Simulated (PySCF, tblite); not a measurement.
# C₅H₇NOS: a rotation path, then NMR shifts on frames

How do NMR shifts of C₅H₇NOS (`CS/C=C/OCC#N`) change as the atoms move?

Computed with tblite 0.8.0 and PySCF 2.14.0, with density-fitted response routines of our own, on a single molecule in the gas phase. Atoms count from 0, in the outputs and in this text.

## (1) Starting geometry

15 atoms, charge 0, multiplicity 1; geometry from: GFN2-xTB.

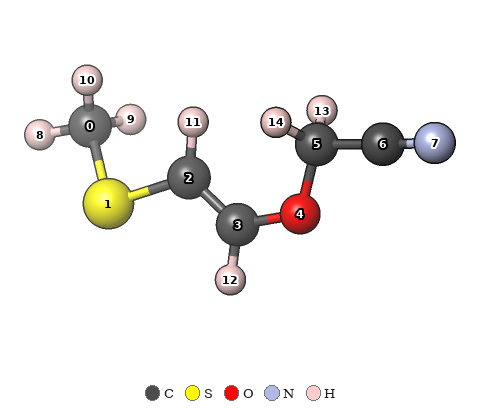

The starting geometry (carbon dark grey, sulfur yellow, oxygen red, nitrogen light blue, hydrogen pink), atoms numbered.

## (2) A band between two rotamers with GFN2-xTB

What the job is given:

```
{"job": {"kind": "neb", "xc": "GFN2-xTB", "basis": "xTB", "atoms": [6, 5, 4, 3], "turn": 120}, "charge": 0, "multiplicity": 1}
C     -3.141726     0.368475    -0.388604
S     -2.205827    -1.033021     0.299667
C     -0.570234    -0.433656     0.034667
C      0.436341    -1.272673    -0.183706
O      1.753930    -0.984146    -0.330846
C      2.131048     0.372997    -0.234222
C      3.574467     0.472252    -0.326364
N      4.709410     0.568927    -0.395218
H     -4.192206     0.133447    -0.256711
H     -2.913792     0.474787    -1.444860
H     -2.894394     1.276151     0.154552
H     -0.472570     0.636997     0.114279
H      0.279588    -2.339132    -0.249633
H      1.687483     0.965153    -1.051112
H      1.814069     0.801432     0.730541
```

With the program's defaults for keys left out, this is: GFN2-xTB climbing-image nudged elastic band, gas phase.

Run with:

```
$ OMP_NUM_THREADS=1 python probes_run.py task.json out
```

One launch serves the whole session: the jobs run in the order shown.

What it wrote:

```text
image   E - E0 / eV
  0      -0.0000
  1       0.0075
  2       0.0346
  3       0.0661
  4       0.0760
  5       0.0481
  6      -0.0050
  7      -0.0596
  8      -0.0942
```

Run time: 4.7 s. Hardware: 1 thread of Arm Neoverse N1, shared host; peak memory 0.18 GiB.

The final band, with the dihedral C6–C5–O4–C3:

| image | dihedral (°) | energy (eV) | energy (kcal/mol) |
| --- | --- | --- | --- |
| 0 | 176 | 0.000 | 0.0 |
| 1 | 189 | 0.007 | 0.2 |
| 2 | 203 | 0.035 | 0.8 |
| 3 | 218 | 0.066 | 1.5 |
| 4 | 234 | 0.076 | 1.8 |
| 5 | 251 | 0.048 | 1.1 |
| 6 | 266 | -0.005 | -0.1 |
| 7 | 280 | -0.060 | -1.4 |
| 8 | 295 | -0.094 | -2.2 |

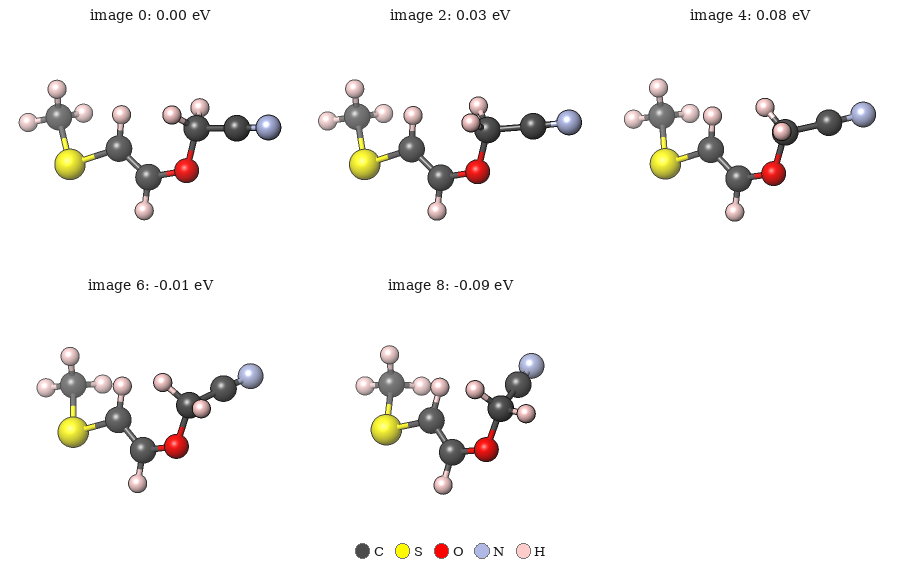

Images along the band.

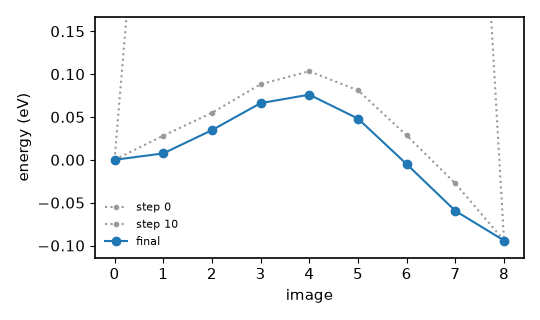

Energy along the band, early and final.

## (3) Nuclear shieldings: image 0, PBE0/pcSseg-1

What the job is given:

```
{"job": {"kind": "nmr", "xc": "PBE0", "basis": "pcSseg-1", "pop": false}, "charge": 0, "multiplicity": 1}
C     -3.141700     0.368500    -0.388600
S     -2.205800    -1.033000     0.299700
C     -0.570200    -0.433700     0.034700
C      0.436300    -1.272700    -0.183700
O      1.753900    -0.984100    -0.330800
C      2.131000     0.373000    -0.234200
C      3.574500     0.472300    -0.326400
N      4.709400     0.568900    -0.395200
H     -4.192200     0.133400    -0.256700
H     -2.913800     0.474800    -1.444900
H     -2.894400     1.276200     0.154600
H     -0.472600     0.637000     0.114300
H      0.279600    -2.339100    -0.249600
H      1.687500     0.965200    -1.051100
H      1.814100     0.801400     0.730500
```

Level: GIAO PBE0/pcSseg-1 NMR shielding, non-relativistic, gas phase.

What it wrote:

```text
coarse grid: 13544 points
cycle   1  E = -722.1327428226  dE =  1.133e+00  |g| = 6.021e-01  |ddm| = 3.654e+00
cycle   2  E = -721.9636936809  dE =  1.690e-01  |g| = 1.088e+00  |ddm| = 1.319e+00
cycle   3  E = -722.2046922389  dE = -2.410e-01  |g| = 1.877e-01  |ddm| = 8.767e-01
cycle   4  E = -722.2111316801  dE = -6.439e-03  |g| = 7.299e-02  |ddm| = 1.623e-01
cycle   5  E = -722.2120784313  dE = -9.468e-04  |g| = 1.870e-02  |ddm| = 5.911e-02
cycle   6  E = -722.2121426713  dE = -6.424e-05  |g| = 7.036e-03  |ddm| = 2.032e-02
cycle   7  E = -722.2121540374  dE = -1.137e-05  |g| = 2.050e-03  |ddm| = 8.127e-03
cycle   8  E = -722.2121550537  dE = -1.016e-06  |g| = 3.685e-04  |ddm| = 2.112e-03
final grid: 127592 points
cycle   9  E = -722.2726293881  dE = -3.711e-05  |g| = 1.202e-02  |ddm| = 3.872e-02
cycle  10  E = -722.2725990534  dE =  3.033e-05  |g| = 1.751e-02  |ddm| = 1.964e-02
cycle  11  E = -722.2726574552  dE = -5.840e-05  |g| = 2.289e-03  |ddm| = 1.279e-02
cycle  12  E = -722.2726586509  dE = -1.196e-06  |g| = 4.458e-04  |ddm| = 2.349e-03
cycle  13  E = -722.2726586917  dE = -4.079e-08  |g| = 2.058e-04  |ddm| = 5.375e-04
cycle  14  E = -722.2726586984  dE = -6.703e-09  |g| = 1.003e-04  |ddm| = 1.895e-04
cycle  15  E = -722.2726587005  dE = -2.145e-09  |g| = 1.993e-05  |ddm| = 7.451e-05
cycle  16  E = -722.2726587006  dE = -8.185e-11  |g| = 5.696e-06  |ddm| = 2.145e-05
converged SCF energy = -722.2726587006

GIAO shielding tensors (ppm)
atom      isotropic    diamagn.    paramagn.     s11        s22        s33       span
  0 C      163.966     250.223     -86.256    144.118    161.267    186.514     42.396
  1 S      529.467    1055.680    -526.213    366.670    477.565    744.164    377.494
  2 C       79.596     262.635    -183.039      5.994     89.762    143.030    137.036
  3 C       36.398     249.805    -213.407    -62.111     70.044    101.259    163.370
  4 O      216.118     392.759    -176.641    113.403    258.378    276.573    163.170
  5 C      133.013     246.250    -113.237    109.042    117.215    172.780     63.738
  6 C       67.898     257.138    -189.240    -46.575    -44.217    294.485    341.059
  7 N      -45.881     338.245    -384.126   -225.664   -195.249    283.269    508.932
  8 H       29.765      27.621       2.144     24.984     26.457     37.855     12.871
  9 H       29.431      29.660      -0.229     24.393     27.475     36.426     12.032
 10 H       29.512      30.239      -0.726     24.763     27.738     36.036     11.273
 11 H       27.252      36.034      -8.782     23.238     26.096     32.423      9.184
 12 H       24.884      30.168      -5.284     20.525     25.041     29.087      8.563
 13 H       27.467      29.432      -1.964     22.809     28.322     31.271      8.462
 14 H       27.430      29.689      -2.259     22.876     28.650     30.765      7.889
```

Wall time 41 s (1 thread of Arm Neoverse N1, shared host); peak memory 0.8 GiB.

The references, computed at this level on geometries of the same kind, shield at (ppm): 1H TMS 31.72, 13C TMS 186.9, 15N NH3 267.7, 17O H2O 336.1, 33S CS2 504. Their shielding less the atom's gives the shift. The references are single molecules in the gas phase, so shifts against H2O, NH3, PH3, H3PO4 or CFCl3 are not on the usual liquid scales and can be off by tens of ppm. Each atom is listed at this fixed geometry, with no averaging over motion; a spectrum would average atoms that exchange fast.

| atoms | environment | σ (ppm) | δ (ppm) |
| --- | --- | --- | --- |
| C3 | alkene carbon bearing oxygen | 36.4 | 150.5 |
| C6 | nitrile carbon | 67.9 | 119.0 |
| C2 | β carbon of an enol-ether or enamine type C=C | 79.6 | 107.3 |
| C5 | sp3 CH2 bonded to O, α to a nitrile | 133.0 | 53.9 |
| C0 | methyl carbon bonded to S | 164.0 | 23.0 |
| H12 | hydrogen on an alkene carbon bearing oxygen | 24.88 | 6.83 |
| H11 | hydrogen on a β carbon of an enol-ether or enamine type C=C | 27.25 | 4.46 |
| H14 | hydrogen on an sp3 CH2 bonded to O, α to a nitrile | 27.43 | 4.29 |
| H13 | hydrogen on an sp3 CH2 bonded to O, α to a nitrile | 27.47 | 4.25 |
| H9 | hydrogen on a methyl carbon bonded to S | 29.43 | 2.29 |
| H10 | hydrogen on a methyl carbon bonded to S | 29.51 | 2.20 |
| H8 | hydrogen on a methyl carbon bonded to S | 29.77 | 1.95 |
| S1 | sulfide sulfur | 529 | -26 |
| O4 | ether oxygen | 216.1 | 120.0 |
| N7 | nitrile nitrogen | -45.9 | 313.6 |

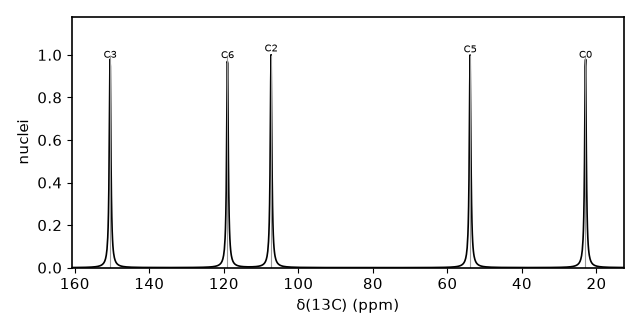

13C lines at the computed shifts, without couplings. Lines are broadened to a width of 0.51 ppm (Lorentzian).

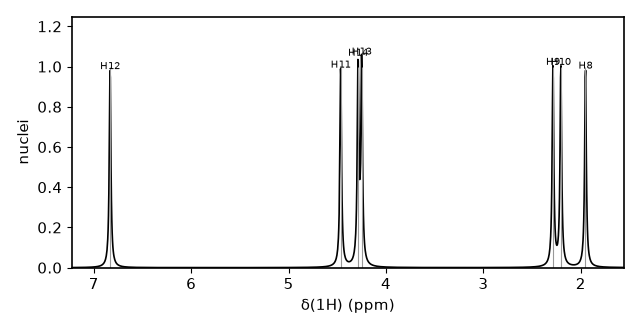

1H lines at the computed shifts, without couplings. Lines are broadened to a width of 0.02 ppm (Lorentzian).

## (4) NMR shieldings: image 2, PBE0/pcSseg-1

What the job is given:

```
{"job": {"kind": "nmr", "xc": "PBE0", "basis": "pcSseg-1", "pop": false}, "charge": 0, "multiplicity": 1}
C     -3.096900     0.384300    -0.542200
S     -2.246000    -1.034900     0.219300
C     -0.588100    -0.446600     0.106700
C      0.427900    -1.283000    -0.073300
O      1.754700    -1.007900    -0.141500
C      2.162300     0.336800     0.012800
C      3.461000     0.522500    -0.604600
N      4.470300     0.694500    -1.108700
H     -4.160900     0.180300    -0.489000
H     -2.785500     0.472500    -1.578800
H     -2.867900     1.291500     0.010400
H     -0.496400     0.619000     0.240000
H      0.268100    -2.346100    -0.179600
H      1.464000     1.027700    -0.480300
H      2.229000     0.597500     1.081200
```

Level: GIAO PBE0/pcSseg-1 NMR shielding, non-relativistic, gas phase.

What it wrote:

```text
coarse grid: 13544 points
cycle   1  E = -722.1306049226  dE =  1.132e+00  |g| = 6.025e-01  |ddm| = 3.646e+00
cycle   2  E = -721.9618086972  dE =  1.688e-01  |g| = 1.087e+00  |ddm| = 1.293e+00
cycle   3  E = -722.2025181105  dE = -2.407e-01  |g| = 1.892e-01  |ddm| = 8.551e-01
cycle   4  E = -722.2090828561  dE = -6.565e-03  |g| = 7.279e-02  |ddm| = 1.605e-01
cycle   5  E = -722.2100240706  dE = -9.412e-04  |g| = 1.864e-02  |ddm| = 5.890e-02
cycle   6  E = -722.2100876085  dE = -6.354e-05  |g| = 7.073e-03  |ddm| = 2.058e-02
cycle   7  E = -722.2100990815  dE = -1.147e-05  |g| = 2.061e-03  |ddm| = 8.171e-03
cycle   8  E = -722.2101001096  dE = -1.028e-06  |g| = 3.707e-04  |ddm| = 2.158e-03
final grid: 127592 points
cycle   9  E = -722.2708284113  dE = -2.687e-05  |g| = 1.212e-02  |ddm| = 3.007e-02
cycle  10  E = -722.2707974130  dE =  3.100e-05  |g| = 1.769e-02  |ddm| = 1.986e-02
cycle  11  E = -722.2708568417  dE = -5.943e-05  |g| = 2.256e-03  |ddm| = 1.291e-02
cycle  12  E = -722.2708580092  dE = -1.168e-06  |g| = 4.238e-04  |ddm| = 2.292e-03
cycle  13  E = -722.2708580464  dE = -3.716e-08  |g| = 1.863e-04  |ddm| = 4.814e-04
cycle  14  E = -722.2708580518  dE = -5.418e-09  |g| = 9.278e-05  |ddm| = 1.693e-04
cycle  15  E = -722.2708580536  dE = -1.824e-09  |g| = 1.966e-05  |ddm| = 6.873e-05
cycle  16  E = -722.2708580537  dE = -8.458e-11  |g| = 5.245e-06  |ddm| = 2.195e-05
converged SCF energy = -722.2708580537

GIAO shielding tensors (ppm)
atom      isotropic    diamagn.    paramagn.     s11        s22        s33       span
  0 C      163.519     250.372     -86.853    143.195    161.006    186.356     43.161
  1 S      532.701    1055.615    -522.915    368.109    484.440    745.553    377.445
  2 C       80.127     262.814    -182.687      4.703     90.497    145.180    140.476
  3 C       36.544     249.914    -213.370    -61.674     67.335    103.971    165.645
  4 O      221.087     392.784    -171.697    120.890    258.035    284.338    163.448
  5 C      134.319     245.978    -111.659    109.325    120.019    173.613     64.288
  6 C       67.805     258.382    -190.577    -46.567    -44.578    294.561    341.128
  7 N      -45.639     338.237    -383.875   -223.972   -195.987    283.042    507.015
  8 H       29.756      27.691       2.065     24.986     26.463     37.820     12.834
  9 H       29.381      29.861      -0.480     24.297     27.449     36.395     12.098
 10 H       29.569      30.333      -0.763     24.962     27.707     36.039     11.077
 11 H       27.157      35.915      -8.758     22.842     26.106     32.524      9.682
 12 H       24.942      30.237      -5.295     20.637     25.044     29.144      8.507
 13 H       27.275      30.991      -3.715     21.863     29.729     30.235      8.372
 14 H       27.438      27.731      -0.293     23.212     26.879     32.223      9.011
```

Run time: 40 s. Hardware: 1 thread of Arm Neoverse N1, shared host; peak memory 0.8 GiB.

This run: δ C3 150.4, C6 119.1, C2 106.8, C5 52.6, H12 6.77, H11 4.56 ppm.

[end of part 1 of 2]
